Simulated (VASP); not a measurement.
# Hf (Hafnium): convergence with the SCF solver and k-mesh, part 2 of 3

How sensitive are energy and pressure of Hf (Hafnium) to the SCF solver and k-mesh? The series runs use PBEsol. The start is a cell from a database of measured crystal structures.

VASP 6.6.1; PBEsol; plane waves and PAW (Hf_pv).

So far. Step 6 (SCF solver: ALGO = Damped): Against the first of the series the energy stays within 0.01 meV an atom and the pressure within 0.01 GPa, after 22 cycles in 5.6 s. Step 7 (SCF solver: AMIX = 0.1, BMIX = 0.01): Against the first of the series the energy stays within 0.01 meV an atom; the pressure moves by +0.02 GPa, after 13 cycles in 4.2 s.

## Step 8: SCF solver: AMIX = 0.8

INCAR reads:

```
SYSTEM = Hf
PREC = Accurate
ENCUT = 400
EDIFF = 1E-06
NELM = 100
ISMEAR = -1
SIGMA = 0.05
LREAL = .FALSE.
ALGO = Normal
GGA = PS
NBANDS = 16
LASPH = .TRUE.
LORBIT = 11
LWAVE = .FALSE.
LCHARG = .FALSE.
KPAR = 2
ISIF = 2
AMIX = 0.8
```

POSCAR reads:

```
Hf
1.0
    3.1967000000      0.0000000000      0.0000000000
   -1.5983500000      2.7684234083      0.0000000000
    0.0000000000      0.0000000000      5.0578000000
Hf
2
Direct
    0.3333333333      0.6666666667      0.2500000000
    0.6666666667      0.3333333333      0.7500000000
```

KPOINTS reads:

```
Automatic mesh
0
Gamma
7 7 4
0 0 0
```

PAW data sets: Hf_pv (PBE family, release 64).

Command:

```
mpirun -np 2 vasp_std
```

Log:

```text
[... set-up lines as in an earlier step ...]
 entering main loop
       N       E                     dE             d eps       ncg     rms          rms(c)
[... 5 cycles as in an earlier step ...]
DAV:   6    -0.209897604093E+02    0.80061E+00   -0.24053E+00   896   0.101E+01    0.317E+01
DAV:   7    -0.209885922943E+02    0.11681E-02   -0.66565E-02   872   0.199E+00    0.232E+00
DAV:   8    -0.209873869719E+02    0.12053E-02   -0.35373E-03   976   0.387E-01    0.211E-01
DAV:   9    -0.209873833176E+02    0.36544E-05   -0.22996E-04   960   0.121E-01    0.128E-01
DAV:  10    -0.209873857473E+02   -0.24297E-05   -0.11741E-05   976   0.241E-02    0.431E-02
DAV:  11    -0.209873853749E+02    0.37235E-06   -0.10248E-06   584   0.715E-03
   1 F= -.20987385E+02 E0= -.20981044E+02  d E =-.126825E-01
```

Wall time 3.8 s (2 MPI ranks of AMD EPYC 9R45, shared host); peak memory 0.24 GiB; 5.7 s of CPU time.

OUTCAR, selected parts (step 8):

```text
  Total       -1.2179498     -1.2179498     -0.9008522     -0.0000000     -0.0000000     -0.0000000
  in kB      -43.5957260    -43.5957260    -32.2454234     -0.0000000     -0.0000000     -0.0000000
  external PRESSURE =     -39.8122918 kB  Pullay stress =       0.0000000 kB

 POSITION                                       TOTAL-FORCE (eV/Angst)
 -----------------------------------------------------------------------------------
     -0.00000      1.84562      1.26445         0.000000      0.000000      0.000000
      1.59835      0.92281      3.79335        -0.000000      0.000000      0.000000
 -----------------------------------------------------------------------------------
    total drift:                               -0.000000      0.000000     -0.000000

  FREE ENERGIE OF THE ION-ELECTRON SYSTEM (eV)
  ---------------------------------------------------
  free  energy   TOTEN  =       -20.9873853749 eV

  energy  without entropy=      -20.9747028292  energy(sigma->0) =      -20.98104410

[... 2 parts as in an earlier step ...]

[... 1 further part left out ...]
[key lines of the parts left out:]
E-fermi :   4.8211
```

Against the first of the series the energy stays within 0.01 meV an atom and the pressure within 0.01 GPa, after 11 cycles in 3.8 s.

## Step 9: SCF solver: IMIX = 1, AMIX = 0.2

INCAR: that of step 8 with these lines changed.

```diff
@@ -17,2 +17,3 @@
 ISIF = 2
-AMIX = 0.8
+IMIX = 1
+AMIX = 0.2
```

POSCAR is that of step 8.

KPOINTS is that of step 8.

Command:

```
mpirun -np 2 vasp_std
```

Log:

```text
[... set-up lines as in an earlier step ...]
 entering main loop
       N       E                     dE             d eps       ncg     rms          rms(c)
[... 5 cycles as in an earlier step ...]
DAV:   6    -0.214529391569E+02    0.33743E+00   -0.13288E-01   880   0.241E+00    0.522E+01
DAV:   7    -0.212568923319E+02    0.19605E+00   -0.86503E-02   928   0.194E+00    0.417E+01
DAV:   8    -0.211438217094E+02    0.11307E+00   -0.44491E-02   944   0.136E+00    0.332E+01
DAV:   9    -0.210784277073E+02    0.65394E-01   -0.25051E-02   920   0.100E+00    0.265E+01
[...]
DAV:  28    -0.209873866770E+02    0.27245E-05   -0.86853E-07   536   0.586E-03    0.335E-01
DAV:  29    -0.209873852390E+02    0.14380E-05   -0.43330E-07   408   0.450E-03    0.266E-01
DAV:  30    -0.209873845408E+02    0.69817E-06   -0.31246E-07   424   0.357E-03
   1 F= -.20987385E+02 E0= -.20981049E+02  d E =-.126702E-01
```

It took 8.4 s on 2 MPI ranks; peak memory 0.24 GiB; 15 s of CPU time.

Parts of OUTCAR (step 9):

```text
  Total       -1.2204968     -1.2204968     -0.9048638      0.0000000      0.0000000      0.0000000
  in kB      -43.6868968    -43.6868968    -32.3890147      0.0000000      0.0000000      0.0000000
  external PRESSURE =     -39.9209361 kB  Pullay stress =       0.0000000 kB

  FREE ENERGIE OF THE ION-ELECTRON SYSTEM (eV)
  ---------------------------------------------------
  free  energy   TOTEN  =       -20.9873845408 eV

  energy  without entropy=      -20.9747142923  energy(sigma->0) =      -20.98104942

[... 3 parts as in an earlier step ...]

[... 1 further part left out ...]
[key lines of the parts left out:]
E-fermi :   4.8215
```

Against the first of the series the energy stays within 0.01 meV an atom; the pressure moves by -0.01 GPa, after 30 cycles in 8.4 s.

## Step 10: The SCF solver series as a table

This step: convergence of PBEsol results with the solver; plane waves and PAW (VASP 6.6.1).

This step runs nothing: it gathers the runs above.

Differences are taken from the run with ALGO = Normal. Results of the series, by row:

| setting | status | energy less the reference (meV/atom) | pressure (GPa) | SCF cycles | wall time (s) |
| --- | --- | --- | --- | --- | --- |
| ALGO = Normal | converged | 0 | -3.977 | 12 | 3.6 |
| ALGO = Fast | converged | 2.50e-5 | -3.974 | 15 | 4.8 |
| ALGO = VeryFast | converged | 2.30e-4 | -3.974 | 19 | 5.6 |
| ALGO = All | converged | -3.95e-4 | -3.972 | 17 | 5.8 |
| ALGO = Damped | converged | 4.15e-4 | -3.979 | 22 | 5.6 |
| AMIX = 0.1, BMIX = 0.01 | converged | -0.002475 | -3.957 | 13 | 4.2 |
| AMIX = 0.8 | converged | 1.45e-4 | -3.981 | 11 | 3.8 |
| IMIX = 1, AMIX = 0.2 | converged | -0.002515 | -3.992 | 30 | 8.4 |

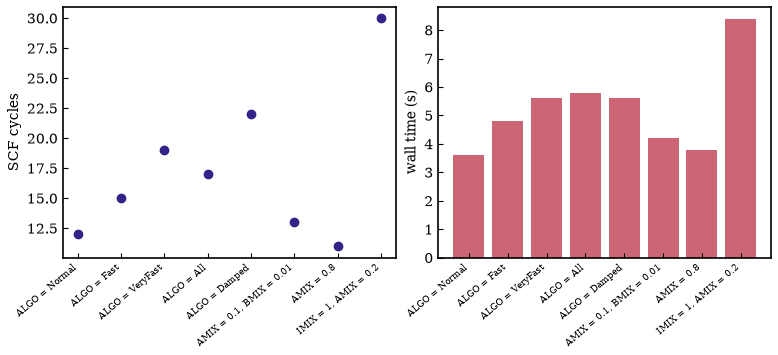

The SCF cycles and the wall time by setting.

## Step 11: K-mesh: 2 2 2

This step: PBEsol; plane waves and PAW (Hf_pv) (VASP 6.6.1).

The sum over the zone converges with the mesh, fast for insulators and slowly for metals.

INCAR: that of step 9 with these lines changed.

```diff
@@ -15,5 +15,3 @@
 LCHARG = .FALSE.
-KPAR = 2
+NCORE = 2
 ISIF = 2
-IMIX = 1
-AMIX = 0.2
```

POSCAR is that of step 9.

KPOINTS reads:

```
Automatic mesh
0
Gamma
2 2 2
0 0 0
```

Command:

```
mpirun -np 2 vasp_std
```

Log:

```text
[banner, memory and clock lines left out]
running    2 mpi-ranks, on    1 nodes
 distrk:  each k-point on    2 cores,    1 groups
 distr:  one band on    2 cores,    1 groups

 POSCAR found type information on POSCAR Hf
 POSCAR found :  1 types and       2 ions
 [... a notice as in an earlier step ...]

 LDA part: xc-table for (Slater+PW92), standard interpolation
 POSCAR, INCAR and KPOINTS ok, starting setup
 FFT: planning ... GRIDC
 FFT: planning ... GRID_SOFT
 FFT: planning ... GRID
 WAVECAR not read
 entering main loop
       N       E                     dE             d eps       ncg     rms          rms(c)
DAV:   1     0.382952322626E+02    0.38295E+02   -0.10050E+04   128   0.978E+02
DAV:   2    -0.211763362254E+02   -0.59472E+02   -0.58506E+02   176   0.225E+02
DAV:   3    -0.225430622971E+02   -0.13667E+01   -0.13631E+01   152   0.246E+01
DAV:   4    -0.225539889857E+02   -0.10927E-01   -0.10924E-01   184   0.261E+00
DAV:   5    -0.225541172037E+02   -0.12822E-03   -0.12821E-03   160   0.243E-01    0.610E+01
DAV:   6    -0.219826697591E+02    0.57145E+00   -0.52990E-01   160   0.480E+00    0.343E+01
DAV:   7    -0.217960452055E+02    0.18662E+00   -0.73823E-01   152   0.551E+00    0.266E+00
DAV:   8    -0.217916124254E+02    0.44328E-02   -0.15909E-02   168   0.933E-01    0.172E+00
DAV:   9    -0.217885213092E+02    0.30911E-02   -0.13862E-02   160   0.831E-01    0.915E-01
DAV:  10    -0.217883500153E+02    0.17129E-03   -0.36118E-04   144   0.141E-01    0.748E-02
DAV:  11    -0.217883500016E+02    0.13712E-07   -0.41382E-05   160   0.446E-02    0.104E-01
DAV:  12    -0.217883501573E+02   -0.15566E-06   -0.36673E-06   144   0.133E-02
   1 F= -.21788350E+02 E0= -.21768057E+02  d E =-.405859E-01
```

It took 1.6 s on 2 MPI ranks; peak memory 0.2 GiB.

From OUTCAR (step 11):

```text
   k-points           NKPTS =      4   k-points in BZ     NKDIM =      4   number of bands    NBANDS=     16

   NELECT =      20.0000    total number of electrons

 E-fermi :   5.5650

 k-point     1 :       0.0000    0.0000    0.0000
  band No.  band energies     occupation
    ...
      5     -25.4092      2.00000
      6     -25.2173      2.00000
      7      -2.6310      2.00000
      8       1.0163      2.00000
      9       5.4719      1.73106
     10       5.8810      0.00359
     11       5.8810      0.00359
     12       6.2833      0.00000
     13       6.6975      0.00000
     14       6.6975      0.00000
    ...

  Total       -7.8880387     -7.8880387      4.9801304      0.0000000      0.0000000     -0.0000000
  in kB     -282.3472551   -282.3472551    178.2605549      0.0000000      0.0000000     -0.0000000
  external PRESSURE =    -128.8113185 kB  Pullay stress =       0.0000000 kB

 POSITION                                       TOTAL-FORCE (eV/Angst)
 -----------------------------------------------------------------------------------
     -0.00000      1.84562      1.26445        -0.000000     -0.000000      0.000000
      1.59835      0.92281      3.79335         0.000000      0.000000      0.000000
 -----------------------------------------------------------------------------------
    total drift:                               -0.000000      0.000000     -0.000000

  FREE ENERGIE OF THE ION-ELECTRON SYSTEM (eV)
  ---------------------------------------------------
  free  energy   TOTEN  =       -21.7883501573 eV

  energy  without entropy=      -21.7477642173  energy(sigma->0) =      -21.76805719

[... 7 parts as in an earlier step ...]

[... 7 further parts left out ...]
```

Numbers from this step:

```yaml
scf_cycles: 12
irreducible_k_points: 4
free_energy_toten: -21.79 eV
energy_at_zero_smearing: -21.77 eV
fermi_energy: 5.565 eV
pressure: -12.88 GPa
```

The series starts at -10.8840 eV an atom and -12.88 GPa, after 12 cycles in 1.6 s.

## Step 12: K-mesh: 3 3 2

INCAR: that of step 11 with these lines changed.

```diff
@@ -15,3 +15,3 @@
 LCHARG = .FALSE.
-NCORE = 2
+KPAR = 2
 ISIF = 2
```

POSCAR is that of step 11.

KPOINTS reads:

```
Automatic mesh
0
Gamma
3 3 2
0 0 0
```

Command:

```
mpirun -np 2 vasp_std
```

Log:

```text
[... set-up lines as in an earlier step ...]
 entering main loop
       N       E                     dE             d eps       ncg     rms          rms(c)
DAV:   1     0.333704966079E+02    0.33370E+02   -0.10019E+04   192   0.974E+02
DAV:   2    -0.205248634268E+02   -0.53895E+02   -0.52663E+02   272   0.213E+02
DAV:   3    -0.218510591734E+02   -0.13262E+01   -0.13246E+01   216   0.237E+01
DAV:   4    -0.218616712308E+02   -0.10612E-01   -0.10612E-01   256   0.267E+00
[...]
DAV:  10    -0.210386660418E+02    0.13712E-04   -0.44285E-05   248   0.478E-02    0.182E-01
DAV:  11    -0.210386677868E+02   -0.17450E-05   -0.44792E-06   240   0.147E-02    0.546E-03
DAV:  12    -0.210386678569E+02   -0.70097E-07   -0.43904E-07   128   0.457E-03
   1 F= -.21038668E+02 E0= -.21035514E+02  d E =-.630855E-02
```

It took 2.2 s on 2 MPI ranks; peak memory 0.23 GiB; 3 s of CPU time.

From OUTCAR (step 12):

```text
  Total       -1.0940131     -1.0940131     -1.5897293      0.0000000      0.0000000      0.0000000
  in kB      -39.1594925    -39.1594925    -56.9033361      0.0000000      0.0000000      0.0000000
  external PRESSURE =     -45.0741070 kB  Pullay stress =       0.0000000 kB

  FREE ENERGIE OF THE ION-ELECTRON SYSTEM (eV)
  ---------------------------------------------------
  free  energy   TOTEN  =       -21.0386678569 eV

  energy  without entropy=      -21.0323593049  energy(sigma->0) =      -21.03551358

[... 2 parts as in an earlier step ...]

[... 2 further parts left out ...]
[key lines of the parts left out:]
E-fermi :   4.7720
```

Against the run before the energy moves by +366.27 meV an atom and the pressure by +8.37 GPa, after 12 cycles in 2.2 s.

## Step 13: K-mesh: 4 4 3

INCAR is that of step 12.

POSCAR is that of step 12.

KPOINTS reads:

```
Automatic mesh
0
Gamma
4 4 3
0 0 0
```

Command:

```
mpirun -np 2 vasp_std
```

Log:

```text
[... set-up lines as in an earlier step ...]
 entering main loop
       N       E                     dE             d eps       ncg     rms          rms(c)
DAV:   1     0.346080260321E+02    0.34608E+02   -0.10114E+04   256   0.969E+02
DAV:   2    -0.205117779578E+02   -0.55120E+02   -0.54040E+02   336   0.214E+02
DAV:   3    -0.217311328748E+02   -0.12194E+01   -0.12166E+01   336   0.230E+01
DAV:   4    -0.217414628238E+02   -0.10330E-01   -0.10329E-01   312   0.257E+00
[...]
DAV:   9    -0.209426271245E+02   -0.11586E-03   -0.12430E-03   352   0.259E-01    0.202E-01
DAV:  10    -0.209426159797E+02    0.11145E-04   -0.51028E-05   304   0.507E-02    0.218E-01
DAV:  11    -0.209426165226E+02   -0.54285E-06   -0.51546E-06   328   0.158E-02
   1 F= -.20942617E+02 E0= -.20931757E+02  d E =-.217188E-01
```

Wall time 2.2 s (2 MPI ranks); peak memory 0.23 GiB; 3.1 s of CPU time.

From OUTCAR (step 13):

```text
  Total       -0.3717357     -0.3717357     -2.4536984      0.0000000      0.0000000     -0.0000000
  in kB      -13.3060385    -13.3060385    -87.8285521      0.0000000      0.0000000     -0.0000000
  external PRESSURE =     -38.1468764 kB  Pullay stress =       0.0000000 kB

 POSITION                                       TOTAL-FORCE (eV/Angst)
 -----------------------------------------------------------------------------------
     -0.00000      1.84562      1.26445        -0.000000      0.000000      0.000000
      1.59835      0.92281      3.79335         0.000000      0.000000      0.000000
 -----------------------------------------------------------------------------------
    total drift:                               -0.000000      0.000000     -0.000000

  FREE ENERGIE OF THE ION-ELECTRON SYSTEM (eV)
  ---------------------------------------------------
  free  energy   TOTEN  =       -20.9426165226 eV

  energy  without entropy=      -20.9208977143  energy(sigma->0) =      -20.93175712

[... 1 part as in an earlier step ...]

[... 2 further parts left out ...]
[key lines of the parts left out:]
E-fermi :   4.6413
```

Against the run before the energy moves by +51.88 meV an atom and the pressure by +0.69 GPa, after 11 cycles in 2.2 s.

## Step 14: K-mesh: 6 6 3

INCAR is that of step 13.

POSCAR is that of step 13.

KPOINTS reads:

```
Automatic mesh
0
Gamma
6 6 3
0 0 0
```

Command:

```
mpirun -np 2 vasp_std
```

Log:

```text
[... set-up lines as in an earlier step ...]
 entering main loop
       N       E                     dE             d eps       ncg     rms          rms(c)
DAV:   1     0.406026757583E+02    0.40603E+02   -0.10012E+04   456   0.979E+02
DAV:   2    -0.202317185646E+02   -0.60834E+02   -0.59705E+02   592   0.223E+02
DAV:   3    -0.217274190669E+02   -0.14957E+01   -0.14793E+01   576   0.249E+01
DAV:   4    -0.217396629109E+02   -0.12244E-01   -0.12243E-01   576   0.281E+00
[...]
DAV:   9    -0.209390393644E+02   -0.10713E-03   -0.12202E-03   600   0.258E-01    0.192E-01
DAV:  10    -0.209390285190E+02    0.10845E-04   -0.51313E-05   544   0.511E-02    0.203E-01
DAV:  11    -0.209390295044E+02   -0.98544E-06   -0.47717E-06   552   0.154E-02
   1 F= -.20939030E+02 E0= -.20926867E+02  d E =-.243258E-01
```

Wall time 2.8 s (2 MPI ranks); peak memory 0.24 GiB.

OUTCAR, selected parts (step 14):

```text
  Total       -1.0188789     -1.0188789     -0.9232180     -0.0000000      0.0000000      0.0000000
  in kB      -36.4701126    -36.4701126    -33.0459935     -0.0000000      0.0000000      0.0000000
  external PRESSURE =     -35.3287396 kB  Pullay stress =       0.0000000 kB

 POSITION                                       TOTAL-FORCE (eV/Angst)
 -----------------------------------------------------------------------------------
     -0.00000      1.84562      1.26445         0.000000     -0.000000      0.000000
      1.59835      0.92281      3.79335        -0.000000      0.000000      0.000000
 -----------------------------------------------------------------------------------
    total drift:                               -0.000000      0.000000     -0.000000

  FREE ENERGIE OF THE ION-ELECTRON SYSTEM (eV)
  ---------------------------------------------------
  free  energy   TOTEN  =       -20.9390295044 eV

  energy  without entropy=      -20.9147037188  energy(sigma->0) =      -20.92686661

[... 1 part as in an earlier step ...]

[... 2 further parts left out ...]
[key lines of the parts left out:]
E-fermi :   4.8193
```

Against the run before the energy moves by +2.45 meV an atom and the pressure by +0.28 GPa, after 11 cycles in 2.8 s.

## Step 15: K-mesh: 7 7 4

INCAR is that of step 14.

POSCAR is that of step 14.

KPOINTS reads:

```
Automatic mesh
0
Gamma
7 7 4
0 0 0
```

Command:

```
mpirun -np 2 vasp_std
```

Log:

```text
[... set-up lines as in an earlier step ...]
 entering main loop
       N       E                     dE             d eps       ncg     rms          rms(c)
[... 12 cycles as in an earlier step ...]
   1 F= -.20987385E+02 E0= -.20981044E+02  d E =-.126819E-01
```

Elapsed: 4 s, on 2 MPI ranks; peak memory 0.25 GiB.

Parts of OUTCAR (step 15):

```text
[... 6 parts as in an earlier step ...]

[... 1 further part left out ...]
[key lines of the parts left out:]
E-fermi :   4.8211
```

Against the run before the energy moves by -27.09 meV an atom and the pressure by -0.44 GPa, after 12 cycles in 4 s.

## Step 16: K-mesh: 10 10 5

INCAR is that of step 15.

POSCAR is that of step 15.

KPOINTS reads:

```
Automatic mesh
0
Gamma
10 10 5
0 0 0
```

Command:

```
mpirun -np 2 vasp_std
```

Log:

```text
[... set-up lines as in an earlier step ...]
 entering main loop
       N       E                     dE             d eps       ncg     rms          rms(c)
DAV:   1     0.388749470559E+02    0.38875E+02   -0.10045E+04  1360   0.972E+02
DAV:   2    -0.203638682567E+02   -0.59239E+02   -0.57776E+02  1808   0.222E+02
DAV:   3    -0.217726498375E+02   -0.14088E+01   -0.14041E+01  1792   0.246E+01
DAV:   4    -0.217840090651E+02   -0.11359E-01   -0.11358E-01  1664   0.271E+00
[...]
DAV:   9    -0.209883133168E+02   -0.10220E-03   -0.11093E-03  1816   0.242E-01    0.181E-01
DAV:  10    -0.209883052628E+02    0.80540E-05   -0.54178E-05  1616   0.518E-02    0.215E-01
DAV:  11    -0.209883054542E+02   -0.19150E-06   -0.62775E-06  1656   0.176E-02
   1 F= -.20988305E+02 E0= -.20982852E+02  d E =-.109063E-01
```

It took 5.6 s on 2 MPI ranks; peak memory 0.26 GiB.

From OUTCAR (step 16):

```text
  Total       -1.1697979     -1.1697979     -1.3146970      0.0000000     -0.0000000      0.0000000
  in kB      -41.8721601    -41.8721601    -47.0587295      0.0000000     -0.0000000      0.0000000
  external PRESSURE =     -43.6010166 kB  Pullay stress =       0.0000000 kB

  FREE ENERGIE OF THE ION-ELECTRON SYSTEM (eV)
  ---------------------------------------------------
  free  energy   TOTEN  =       -20.9883054542 eV

  energy  without entropy=      -20.9773991842  energy(sigma->0) =      -20.98285232

[... 2 parts as in an earlier step ...]

[... 2 further parts left out ...]
[key lines of the parts left out:]
E-fermi :   4.7441
```

Against the run before the energy moves by -0.90 meV an atom and the pressure by -0.38 GPa, after 11 cycles in 5.6 s.

(Continued in part 3 of 3.)

[Lines on the potential files, build, host, timing and source positions are cut from VASP's logs without a mark.]

[Logs are printed without paths, hosts, clocks, repeated set-up lines and the standing remarks that a program may print on its own settings, such as how far it seeks lower states.]

[Hosts, paths, dates, database ids (printed as entryN), source tags and the programs' standing remarks are cut or masked in the printed files.]

[A measured line is paired with the nearest computed mode of its activity, which favours agreement.]
